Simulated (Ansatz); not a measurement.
# H···HCl (doublet): what the fields show

```yaml
atoms:
  - { symbol: H, position_ang: [-1.5960, 0.9066, 0.7603] }
  - { symbol: Cl, position_ang: [1.3123, -0.7453, -0.6251] }
  - { symbol: H, position_ang: [0.2837, -0.1613, -0.1352] }
```

The reactant side of a reaction path; geometry: PBE0-D4/def2-TZVP.

These are results of UKS PBE0-D4/def2-TZVPP in Ansatz 0.2.0, not measurements.

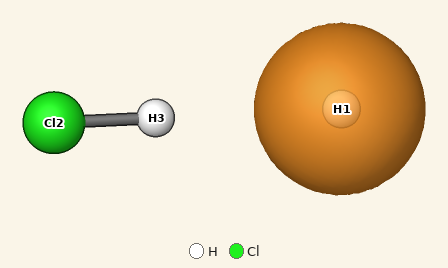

Figure 1. Isosurface of the spin density at +0.04 e/Å³ (orange), seen from one side.

### Describe the spin distribution.

The unpaired spin (1 electron) lies mostly on H1 (about 1.0), in electrons by Hirshfeld's partition.

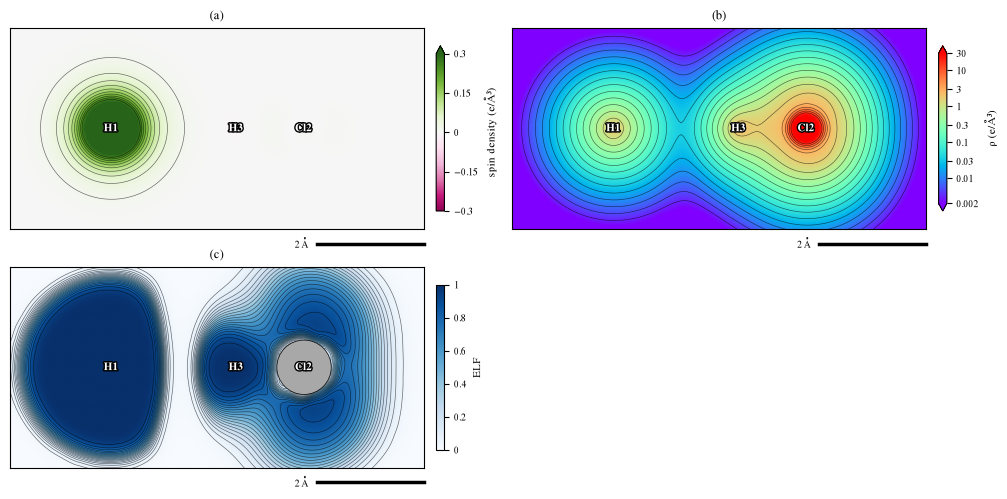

Figure 2. (a) spin density (α minus β); (b) total electron density; (c) electron localisation function on a plane that holds the molecular axis. Grey discs cover the atomic cores in the ELF map.

### Read the bonding off the picture.

The section cuts through H and Cl sites.
H1···H3 (2.34 Å): the density falls to about 0.04 e/Å³ on the way; the ELF dips to about 0 between them; a weak contact between the two molecules.
Cl–H (1.28 Å): ρ at the midpoint is about 2 e/Å³; the ELF climbs to about 1 towards the hydrogen, as it does in any bond to H.
The ELF also peaks beside Cl2, away from the bonds: non-bonding electrons, paired or unpaired.

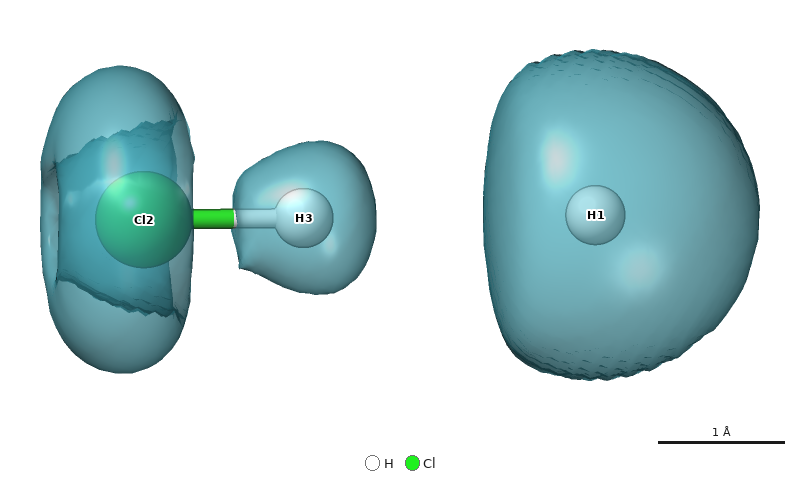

Figure 3. Isosurface of the electron localisation function at 0.85 (cyan), seen from one side. Only the valence region is drawn (cores and ρ < 0.01 e/Å³ removed).

### Where are the electrons localised?

The ELF exceeds this value in two regions around hydrogen nuclei and one ring or bowl of non-bonding electrons around Cl.

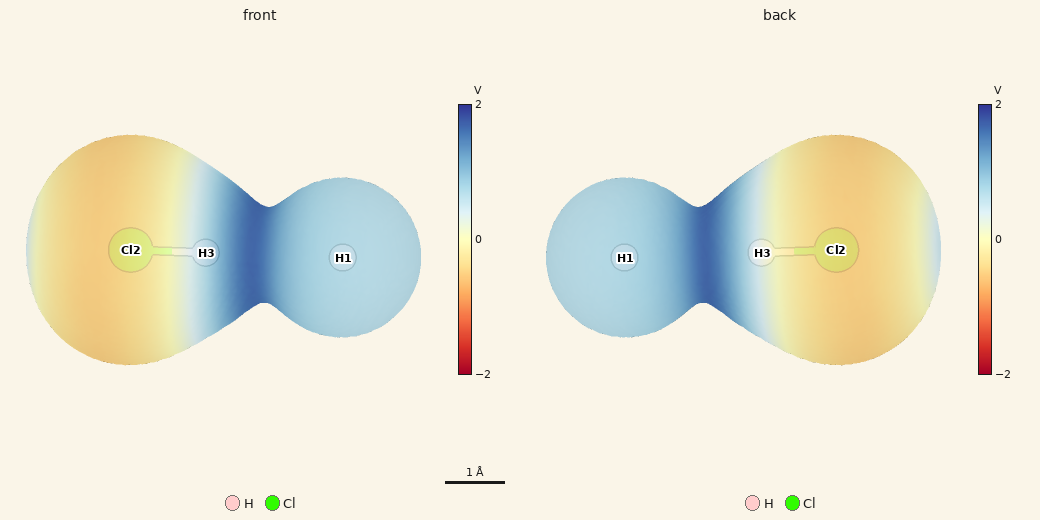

Figure 4. The electrostatic potential painted on the density surface at 0.002 e/bohr³, seen from the front and from behind; the colour scale runs from red (negative) to blue (positive).

### Where is the surface potential most negative and most positive?

The most negative region (about −0.5 V) lies over Cl2, the most positive (about +1.7 V) over H3. Cl2 shows a σ-hole: about +0.5 V at the tip opposite its bond, against about −0.5 V on its flanks.
